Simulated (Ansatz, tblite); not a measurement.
# C₂H₈GeO₂: chosen isomers compared, part 2 of 2

Aim: relax some chosen isomers of C₂H₈GeO₂, and see how the levels of theory order them.

Ansatz 0.2.0, Gaussian basis; relaxed with PBE-D4/def2-SVP, singlet. The steps go on from the part before.

### Step 7. Candidate A, PBE0-D4/def2-TZVP

start.molden holds the orbitals of an earlier run on this state, given as this run's starting guess.

The input, in.yaml:

```yaml
crystal:
  periodic: [false, false, false]
  atoms:
    - {symbol: C, position_ang: [-0.725327, 0.027594, 2.006751]}
    - {symbol: C, position_ang: [1.654503, -0.052413, -1.346455]}
    - {symbol: Ge, position_ang: [-1.054555, 0.027584, -0.749732]}
    - {symbol: O, position_ang: [-0.956860, -0.770142, 0.859141]}
    - {symbol: O, position_ang: [0.524464, 0.782126, -1.163823]}
    - {symbol: H, position_ang: [-1.467601, 0.854979, 2.115019]}
    - {symbol: H, position_ang: [0.291053, 0.485867, 2.010919]}
    - {symbol: H, position_ang: [-0.811674, -0.620434, 2.904402]}
    - {symbol: H, position_ang: [1.481915, -0.853537, -2.105350]}
    - {symbol: H, position_ang: [1.976269, -0.549124, -0.401490]}
    - {symbol: H, position_ang: [2.496585, 0.575688, -1.706598]}
    - {symbol: H, position_ang: [-2.027207, 1.231447, -0.709793]}
    - {symbol: H, position_ang: [-1.381554, -1.139626, -1.712992]}
basis:
  gaussian: {orbitals: def2-TZVP, initial_orbitals: start.molden}
hamiltonian: {xc: pbe0, dispersion: d4}
scf: {omitted_lower_state_checks: [starts]}
output: {orbitals: {seedname: orbitals}}
```

Run with:

```bash
> ansatz run in.yaml --threads 4 --pin off --events-out ev --progress --plain --max-ram 4787MiB
```

Output:

```text
Functional definition: PBE0
  name "PBE0"
  cite "Adamo & Barone, J. Chem. Phys. 110, 6158 (1999) doi:10.1063/1.478522"
  cite "Perdew, Burke & Ernzerhof, Phys. Rev. Lett. 77, 3865 (1996) doi:10.1103/PhysRevLett.77.3865"
  parent pbe
  parameter a = 0.25
  parameter kappa = 0.804
  parameter beta = 0.06672455060314922
  exchange = (1 - a)*pbe_x(kappa = kappa, mu = beta*pi^2/3) + a*exact_x
  correlation = pbe_c(beta = beta)
these checks for a lower state are left out or cut short: starts
1415 factors; their error is unknown
mean field evaluation 1: about -62671.5632 eV, gradient 2.5e2 eV
mean field evaluation 2: about -62725.6654 eV, gradient 8.2e1 eV
mean field evaluation 4: about -62803.4710 eV, gradient 1.6e1 eV
mean field evaluation 8: about -62805.4693 eV, gradient 1.8e-4 eV
mean field -62805.46933118 eV, -2308.0584268446 hartree, gradient 2.3e-5 eV, S^2 0.000000; 0 other end points of the search recorded, 0 dependent functions left out
reference -62805.46936661 eV, -2308.0584281467 hartree; 34, 34 occupied and 186, 186 virtual orbitals, 1415 factors
Total energy: -62805.67352329 eV, -2308.0659307663 hartree
Checks for a lower state left out: starts
```

It took 3.9 s on 4 threads of Arm Neoverse V1, shared host; peak memory 0.62 GiB.

HOMO -7.88 eV, LUMO 0.73 eV.

### Step 8. Candidate A, PBE-D4/def2-TZVP

Changes to in.yaml since step 7:

```diff
@@ -18,4 +18,4 @@
   gaussian: {orbitals: def2-TZVP, initial_orbitals: start.molden}
-hamiltonian: {xc: pbe0, dispersion: d4}
+hamiltonian: {xc: pbe, dispersion: d4}
 scf: {omitted_lower_state_checks: [starts]}
-output: {orbitals: {seedname: orbitals}}
+output: {forces: true, orbitals: {seedname: orbitals}}
```

Same command.

Output (excerpt; [...] marks lines left out):

```text
Functional definition: PBE
  name "PBE"
  cite "Perdew, Burke & Ernzerhof, Phys. Rev. Lett. 77, 3865 (1996) doi:10.1103/PhysRevLett.77.3865"
  parent pbe
[...]
1372 factors; their error is unknown
[...]
mean field -62803.65635529 eV, -2307.9918012098 hartree, gradient 1.3e-5 eV, S^2 0.000000; 0 other end points of the search recorded, 0 dependent functions left out
[...]
reference -62803.65640355 eV, -2307.9918029831 hartree; 34, 34 occupied and 186, 186 virtual orbitals, 1372 factors
Total energy: -62803.89699658 eV, -2308.0006446141 hartree
Atom 0 at    -0.725327     0.027594     2.006751 Å, force     0.099476     0.364939     0.462410 eV/Å
Atom 1 at     1.654503    -0.052413    -1.346455 Å, force     0.460509    -0.382098    -0.071465 eV/Å
Atom 2 at    -1.054555     0.027584    -0.749732 Å, force     0.018981     0.010114     0.026201 eV/Å
Atom 3 at    -0.956860    -0.770142     0.859141 Å, force    -0.036581    -0.143099    -0.135313 eV/Å
Atom 4 at     0.524464     0.782126    -1.163823 Å, force    -0.134222     0.138483     0.010014 eV/Å
Atom 5 at    -1.467601     0.854979     2.115019 Å, force     0.176452    -0.234999    -0.064266 eV/Å
Atom 6 at     0.291053     0.485867     2.010919 Å, force    -0.267509    -0.146159    -0.039638 eV/Å
Atom 7 at    -0.811674    -0.620434     2.904402 Å, force     0.015098     0.137995    -0.280735 eV/Å
Atom 8 at     1.481915    -0.853537    -2.105350 Å, force     0.009116     0.231996     0.195428 eV/Å
Atom 9 at     1.976269    -0.549124    -0.401490 Å, force    -0.119112     0.158515    -0.236725 eV/Å
Atom 10 at     2.496585     0.575688    -1.706598 Å, force    -0.265285    -0.134160     0.103979 eV/Å
Atom 11 at    -2.027207     1.231447    -0.709793 Å, force     0.028647    -0.032530    -0.002586 eV/Å
Atom 12 at    -1.381554    -1.139626    -1.712992 Å, force     0.014431     0.031003     0.032698 eV/Å
Dipole moment:     0.001981    -0.001078    -0.000337 e Å
Checks for a lower state left out: starts
```

Run time: 2.6 s. Hardware: 4 threads of Arm Neoverse V1, shared host.

From the report: HOMO -6.31 eV, LUMO -0.23 eV.

### Step 9. Candidate A, r2SCAN-D4/def2-TZVP

Changes to in.yaml since step 8:

```diff
@@ -18,4 +18,4 @@
   gaussian: {orbitals: def2-TZVP, initial_orbitals: start.molden}
-hamiltonian: {xc: pbe, dispersion: d4}
+hamiltonian: {xc: r2scan, dispersion: d4}
 scf: {omitted_lower_state_checks: [starts]}
-output: {forces: true, orbitals: {seedname: orbitals}}
+output: {orbitals: {seedname: orbitals}}
```

Launched as before.

Output:

```text
Functional definition: r2SCAN
  name "r2SCAN"
  cite "Furness, Kaplan, Ning, Perdew & Sun, J. Phys. Chem. Lett. 11, 8208 (2020) doi:10.1021/acs.jpclett.0c02405"
  cite "Furness, Kaplan, Ning, Perdew & Sun, J. Phys. Chem. Lett. 11, 9248 (2020) doi:10.1021/acs.jpclett.0c03077"
  parent r2scan
  parameter k0 = 0.174
  parameter k1 = 0.065
  parameter a1 = 4.9479
  exchange = r2scan_x(k0 = k0, k1 = k1, a1 = a1)
  correlation = r2scan_c
these checks for a lower state are left out or cut short: starts
1372 factors; their error is unknown
mean field evaluation 1: about -62816.0942 eV, gradient 7.2e0 eV
mean field evaluation 2: about -62816.1422 eV, gradient 6.1e-2 eV
mean field evaluation 4: about -62816.1111 eV, gradient 2.4e-4 eV
mean field -62816.11105377 eV, -2308.4495029368 hartree, gradient 1.1e-5 eV, S^2 0.000000; 0 other end points of the search recorded, 0 dependent functions left out
reference -62816.11106739 eV, -2308.4495034374 hartree; 34, 34 occupied and 186, 186 virtual orbitals, 1372 factors
Total energy: -62816.17345653 eV, -2308.4517961959 hartree
Checks for a lower state left out: starts
```

Wall time 4.2 s (4 threads of Arm Neoverse V1, shared host).

From the report: HOMO -6.64 eV, LUMO 0.16 eV.

### Step 10. Candidate A, B3LYP-D4/def2-TZVP

Changes to in.yaml since step 9:

```diff
@@ -18,3 +18,3 @@
   gaussian: {orbitals: def2-TZVP, initial_orbitals: start.molden}
-hamiltonian: {xc: r2scan, dispersion: d4}
+hamiltonian: {xc: {name: B3LYP}, dispersion: d4}
 scf: {omitted_lower_state_checks: [starts]}
```

The command is unchanged.

Output (excerpt; [...] marks lines left out):

```text
Functional definition: B3LYP
  name "B3LYP"
  cite "Stephens, Devlin, Chabalowski & Frisch, J. Phys. Chem. 98, 11623 (1994) doi:10.1021/j100096a001"
  cite "Becke, Phys. Rev. A 38, 3098 (1988) doi:10.1103/PhysRevA.38.3098"
  cite "Lee, Yang & Parr, Phys. Rev. B 37, 785 (1988) doi:10.1103/PhysRevB.37.785"
  cite "Vosko, Wilk & Nusair, Can. J. Phys. 58, 1200 (1980) doi:10.1139/p80-159"
[...]
1403 factors; their error is unknown
[...]
mean field -62821.27188722 eV, -2308.6391600677 hartree, gradient 1.6e-5 eV, S^2 0.000000; 0 other end points of the search recorded, 0 dependent functions left out
reference -62821.27219706 eV, -2308.6391714541 hartree; 34, 34 occupied and 186, 186 virtual orbitals, 1403 factors
Total energy: -62821.65600322 eV, -2308.6532760706 hartree
Checks for a lower state left out: starts
```

It took 3.3 s on 4 threads of Arm Neoverse V1, shared host; peak memory 0.61 GiB.

HOMO -7.64 eV, LUMO 0.46 eV.

### Step 11. Candidate A, ωB97X-V/def2-TZVP

Changes to in.yaml since step 10:

```diff
@@ -18,3 +18,3 @@
   gaussian: {orbitals: def2-TZVP, initial_orbitals: start.molden}
-hamiltonian: {xc: {name: B3LYP}, dispersion: d4}
+hamiltonian: {xc: {name: wB97X-V}}
 scf: {omitted_lower_state_checks: [starts]}
```

Same command.

Output (excerpt; [...] marks lines left out):

```text
Functional definition: wB97X-V
  name "wB97X-V"
  cite "Mardirossian & Head-Gordon, Phys. Chem. Chem. Phys. 16, 9904 (2014) doi:10.1039/C3CP54374A"
  cite "Becke, J. Chem. Phys. 107, 8554 (1997) doi:10.1063/1.475007"
  cite "Vydrov & Van Voorhis, J. Chem. Phys. 133, 244103 (2010) doi:10.1063/1.3521275"
[...]
      + integral(e_c_pw_opposite_spin*poly(b97_u_opposite, cos0, cos1)) + vv10(b, c)
[...]
1403 factors; their error is unknown
361 factors; integrals over basis functions are off by at most 9.6e-6 eV
[...]
mean field -62812.66108712 eV, -2308.3227190006 hartree, gradient 2.1e-5 eV, S^2 0.000000; 0 other end points of the search recorded, 0 dependent functions left out
reference -62812.66108487 eV, -2308.3227189180 hartree; 34, 34 occupied and 186, 186 virtual orbitals, 1403 factors
Total energy: -62812.66108487 eV, -2308.3227189180 hartree
Checks for a lower state left out: starts
```

Wall time 8.5 s (4 threads of Arm Neoverse V1, shared host); peak memory 0.76 GiB.

Report: HOMO -10.35 eV, LUMO 2.75 eV.

### Step 12. Candidate A, ωB97M-V/def2-TZVP

Changes to in.yaml since step 11:

```diff
@@ -18,3 +18,3 @@
   gaussian: {orbitals: def2-TZVP, initial_orbitals: start.molden}
-hamiltonian: {xc: {name: wB97X-V}}
+hamiltonian: {xc: {name: wB97M-V}}
 scf: {omitted_lower_state_checks: [starts]}
```

Same command.

Output (excerpt; [...] marks lines left out):

```text
Functional definition: wB97M-V
  name "wB97M-V"
  cite "Mardirossian & Head-Gordon, J. Chem. Phys. 144, 214110 (2016) doi:10.1063/1.4952647"
  cite "Becke, J. Chem. Phys. 107, 8554 (1997) doi:10.1063/1.475007"
  cite "Vydrov & Van Voorhis, J. Chem. Phys. 133, 244103 (2010) doi:10.1063/1.3521275"
  # Of w^i u^j: cxij and so on, Table III.
[...]
  gx(w, u) = 1 - cx + cx01*u + cx10*w
  gss(w, u) = css00 + css04*u^4 + css10*w + css20*w^2 + css43*w^4*u^3
  gos(w, u) = cos00 + cos10*w + (cos20 + cos21*u)*w^2 + (cos60 + cos61*u)*w^6
[...]
      + integral(e_c_pw_mod_opposite_spin*gos(b97_w_opposite, b97_u_opposite)) + vv10(b, c)
[...]
1400 factors; their error is unknown
361 factors; integrals over basis functions are off by at most 9.6e-6 eV
[...]
mean field -62813.88060752 eV, -2308.3675355489 hartree, gradient 1.7e-5 eV, S^2 0.000000; 0 other end points of the search recorded, 0 dependent functions left out
reference -62813.88066184 eV, -2308.3675375451 hartree; 34, 34 occupied and 186, 186 virtual orbitals, 1400 factors
Total energy: -62813.88066184 eV, -2308.3675375451 hartree
Checks for a lower state left out: starts
```

Run time: 10 s. Hardware: 4 threads of Arm Neoverse V1, shared host; peak memory 0.78 GiB.

From the report: HOMO -10.29 eV, LUMO 2.43 eV.

### Step 13. Candidate A, PBE-D4/def2-SVP

Changes to in.yaml since step 12:

```diff
@@ -17,4 +17,4 @@
 basis:
-  gaussian: {orbitals: def2-TZVP, initial_orbitals: start.molden}
-hamiltonian: {xc: {name: wB97M-V}}
+  gaussian: {orbitals: def2-SVP, initial_orbitals: start.molden}
+hamiltonian: {xc: pbe, dispersion: d4}
 scf: {omitted_lower_state_checks: [starts]}
```

The command is unchanged.

Output:

```text
Functional definition: PBE
  name "PBE"
  cite "Perdew, Burke & Ernzerhof, Phys. Rev. Lett. 77, 3865 (1996) doi:10.1103/PhysRevLett.77.3865"
  parent pbe
  parameter kappa = 0.804
  parameter beta = 0.06672455060314922
  exchange = pbe_x(kappa = kappa, mu = beta*pi^2/3)
  correlation = pbe_c(beta = beta)
these checks for a lower state are left out or cut short: starts
1417 factors; their error is unknown
mean field evaluation 1: about -62788.8405 eV, gradient 1.1e1 eV
mean field evaluation 2: about -62789.1342 eV, gradient 2.2e-1 eV
mean field evaluation 4: about -62789.0686 eV, gradient 3.2e-4 eV
mean field -62789.06860998 eV, -2307.4557114576 hartree, gradient 1.6e-5 eV, S^2 0.000000; 0 other end points of the search recorded, 0 dependent functions left out
reference -62789.06864864 eV, -2307.4557128780 hartree; 34, 34 occupied and 94, 94 virtual orbitals, 1417 factors
Total energy: -62789.30924167 eV, -2307.4645545091 hartree
Checks for a lower state left out: starts
```

It took 1.2 s on 4 threads of Arm Neoverse V1, shared host.

Report: HOMO -6.14 eV, LUMO 0.12 eV.

### Step 14. Candidate A, PBE0-D4/def2-SVP

Changes to in.yaml since step 13:

```diff
@@ -18,3 +18,3 @@
   gaussian: {orbitals: def2-SVP, initial_orbitals: start.molden}
-hamiltonian: {xc: pbe, dispersion: d4}
+hamiltonian: {xc: pbe0, dispersion: d4}
 scf: {omitted_lower_state_checks: [starts]}
```

The command is unchanged.

Output:

```text
Functional definition: PBE0
  name "PBE0"
  cite "Adamo & Barone, J. Chem. Phys. 110, 6158 (1999) doi:10.1063/1.478522"
  cite "Perdew, Burke & Ernzerhof, Phys. Rev. Lett. 77, 3865 (1996) doi:10.1103/PhysRevLett.77.3865"
  parent pbe
  parameter a = 0.25
  parameter kappa = 0.804
  parameter beta = 0.06672455060314922
  exchange = (1 - a)*pbe_x(kappa = kappa, mu = beta*pi^2/3) + a*exact_x
  correlation = pbe_c(beta = beta)
these checks for a lower state are left out or cut short: starts
1456 factors; their error is unknown
mean field evaluation 1: about -62790.6700 eV, gradient 8.9e0 eV
mean field evaluation 2: about -62790.8423 eV, gradient 1.2e-1 eV
mean field evaluation 4: about -62790.9866 eV, gradient 1.3e-4 eV
mean field -62790.98661954 eV, -2307.5261970089 hartree, gradient 1.3e-5 eV, S^2 0.000000; 0 other end points of the search recorded, 0 dependent functions left out
reference -62790.98664942 eV, -2307.5261981068 hartree; 34, 34 occupied and 94, 94 virtual orbitals, 1456 factors
Total energy: -62791.19080610 eV, -2307.5337007264 hartree
Checks for a lower state left out: starts
```

Wall time 1.7 s (4 threads of Arm Neoverse V1, shared host).

HOMO -7.76 eV, LUMO 1.05 eV.

### Step 15. Candidate A, HF/STO-3G

Changes to in.yaml since step 14:

```diff
@@ -17,4 +17,4 @@
 basis:
-  gaussian: {orbitals: def2-SVP, initial_orbitals: start.molden}
-hamiltonian: {xc: pbe0, dispersion: d4}
+  gaussian: {orbitals: STO-3G}
+hamiltonian: {xc: hf}
 scf: {omitted_lower_state_checks: [starts]}
```

Same command.

Output:

```text
Functional definition: HF
  name "HF"
  cite "Fock, Z. Phys. 61, 126 (1930) doi:10.1007/BF01340294"
  parent pbe
  exchange = exact_x
  correlation = 0
these checks for a lower state are left out or cut short: starts
588 factors; integrals over basis functions are off by at most 3.4e-5 eV
mean field evaluation 1: about -62009.6475 eV, gradient 2.9e1 eV
mean field evaluation 2: about -62009.8648 eV, gradient 2.9e1 eV
mean field evaluation 4: about -62012.8795 eV, gradient 1.8e0 eV
mean field evaluation 8: about -62012.8975 eV, gradient 2.8e-4 eV
mean field -62012.89747760 eV, -2278.9319484500 hartree, gradient 1.2e-5 eV, S^2 0.000000; 0 other end points of the search recorded, 0 dependent functions left out
reference -62012.89747760 eV, -2278.9319484500 hartree; 34, 34 occupied and 12, 12 virtual orbitals, 588 factors
Total energy: -62012.89747760 eV, -2278.9319484500 hartree
Checks for a lower state left out: starts
```

Wall time 0.2 s (4 threads of Arm Neoverse V1, shared host).

HOMO -8.40 eV, LUMO 11.20 eV.

### Step 16. Candidate A, CCSD(T)/def2-SVP

Changes to in.yaml since step 15:

```diff
@@ -17,4 +17,4 @@
 basis:
-  gaussian: {orbitals: STO-3G}
-hamiltonian: {xc: hf}
+  gaussian: {orbitals: def2-SVP, initial_orbitals: start.molden}
+correlation: {method: ccsd_t}
 scf: {omitted_lower_state_checks: [starts]}
```

The command is unchanged.

Output (excerpt; [...] marks lines left out):

```text
Functional definition: HF
  name "HF"
  cite "Fock, Z. Phys. 61, 126 (1930) doi:10.1007/BF01340294"
  parent pbe
[...]
1283 factors; integrals over basis functions are off by at most 1.3e-3 eV
[...]
mean field -62723.76731508 eV, -2305.0559331327 hartree, gradient 2.2e-6 eV, S^2 0.000000; 0 other end points of the search recorded, 0 dependent functions left out
13 core orbitals not correlated: weight in the atoms' cores, before any rotation towards them, 1.000 or more for the frozen orbitals, at most 0.000 for the correlated occupied ones
reference -62723.76731508 eV, -2305.0559331327 hartree; 21, 21 occupied and 94, 94 virtual orbitals, 1283 factors
second order -24.25923555 eV of doubles, -0.00000000 eV of singles
cycle   1  -24.54528507 eV  change   -2.9e-1 eV  update   1.2e-1
[...]
cycle   9  -25.41542549 eV  change   -4.8e-6 eV  update   2.2e-5
perturbative correction -0.67374363 eV, -0.0247596216 hartree
Total energy: -62749.85648420 eV, -2306.0146924140 hartree
Checks for a lower state left out: starts
```

Wall time 19 s (4 threads of Arm Neoverse V1, shared host); peak memory 0.88 GiB.

Hartree-Fock HOMO -11.89 eV, LUMO 4.40 eV; T1 0.012.

### Step 17. Candidate A, MP2/def2-TZVP

Changes to in.yaml since step 16:

```diff
@@ -17,4 +17,4 @@
 basis:
-  gaussian: {orbitals: def2-SVP, initial_orbitals: start.molden}
-correlation: {method: ccsd_t}
+  gaussian: {orbitals: def2-TZVP, initial_orbitals: start.molden}
+correlation: {method: mp2}
 scf: {omitted_lower_state_checks: [starts]}
```

Same command.

Output:

```text
Functional definition: HF
  name "HF"
  cite "Fock, Z. Phys. 61, 126 (1930) doi:10.1007/BF01340294"
  parent pbe
  exchange = exact_x
  correlation = 0
these checks for a lower state are left out or cut short: starts
1535 factors; integrals over basis functions are off by at most 1.1e-3 eV
mean field evaluation 1: about -62737.0386 eV, gradient 3.4e1 eV
mean field evaluation 2: about -62738.1460 eV, gradient 1.2e0 eV
mean field evaluation 4: about -62738.4637 eV, gradient 1.2e-2 eV
mean field evaluation 8: about -62738.4637 eV, gradient 1.6e-6 eV
mean field -62738.46370532 eV, -2305.5960155126 hartree, gradient 4.9e-6 eV, S^2 0.000000; 0 other end points of the search recorded, 0 dependent functions left out
13 core orbitals not correlated: weight in the atoms' cores, before any rotation towards them, 1.000 or more for the frozen orbitals, at most 0.000 for the correlated occupied ones
reference -62738.46370532 eV, -2305.5960155126 hartree; 21, 21 occupied and 186, 186 virtual orbitals, 1535 factors
second order -28.98088304 eV of doubles, -0.00000000 eV of singles
Total energy: -62767.44458837 eV, -2306.6610433204 hartree
Checks for a lower state left out: starts
```

Run time: 3.1 s. Hardware: 4 threads of Arm Neoverse V1, shared host.

Report: Hartree-Fock HOMO -11.90 eV, LUMO 3.67 eV.

### Step 18. A against B

The energies of B at these levels come from its own runs, whose logs aren't repeated here.

Differences are taken before rounding.

```
             method  A above B (kJ/mol)  from CCSD(T)/def2-SVP (kJ/mol)     time
           GFN1-xTB                43.0                          -114.4  0.014 s
           GFN2-xTB                63.2                           -94.3  0.009 s
          HF/STO-3G                83.9                           -73.5    0.4 s
        HF/def2-SVP               146.3                           -11.2         
       HF/def2-TZVP               162.3                            +4.9         
    PBE-D4/def2-SVP               155.3                            -2.1    2.4 s
   PBE-D4/def2-TZVP               181.5                           +24.1    5.2 s
r2SCAN-D4/def2-TZVP               187.3                           +29.9    8.4 s
 B3LYP-D4/def2-TZVP               174.5                           +17.0    6.5 s
   PBE0-D4/def2-SVP               164.3                            +6.9    3.3 s
  PBE0-D4/def2-TZVP               186.1                           +28.7    7.1 s
  ωB97X-V/def2-TZVP               177.7                           +20.3     17 s
  ωB97M-V/def2-TZVP               186.6                           +29.2     20 s
       MP2/def2-SVP               175.3                           +17.9         
      MP2/def2-TZVP               204.1                           +46.6    6.3 s
      CCSD/def2-SVP               158.0                            +0.6         
   CCSD(T)/def2-SVP               157.4                               0     38 s
```

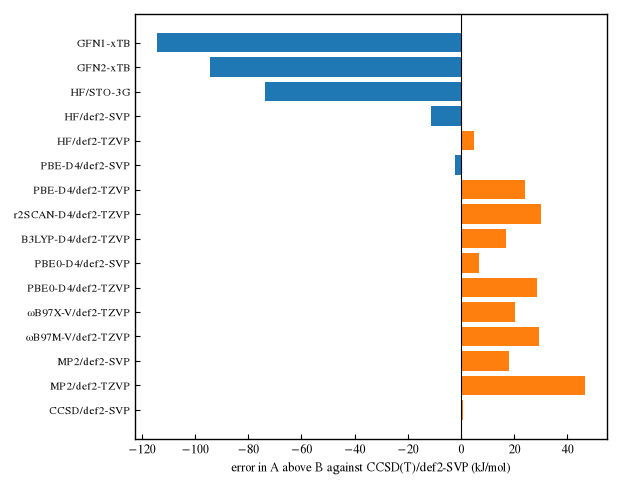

How far each level lands from CCSD(T)/def2-SVP.

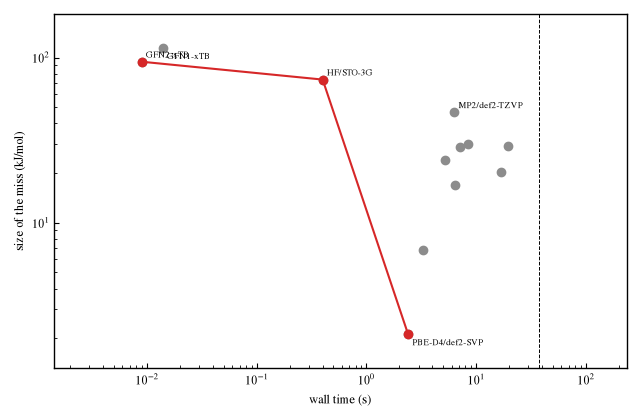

Miss against cost. Red marks the levels that no quicker level drawn beats (of those quicker than the yardstick), and the dashed line is the time of CCSD(T)/def2-SVP. Only those levels and the largest misses are named. Times are from a shared host.

Times add the two runs; a level without a time comes out of a correlated run.

### Step 19. What came out

The summary covers parts 1 to 2.

```
                   quantity          value
A above B, CCSD(T)/def2-SVP  +157.4 kJ/mol
    levels that put A lower           none
```

All levels free of doubt put B (C2) below A (C2), by 43.0 to 204.1 kJ/mol. The yardstick is in a double-zeta basis, so levels in larger sets aren't compared like for like. The reference is CCSD(T) in one finite basis, so it carries an error of its own, often a tenth of an eV or more, and near misses can't be ranked. Only these isomers were run, one conformer each; others of the formula can lie lower. Only singlets are compared; another spin may lie lower and prefer another shape.
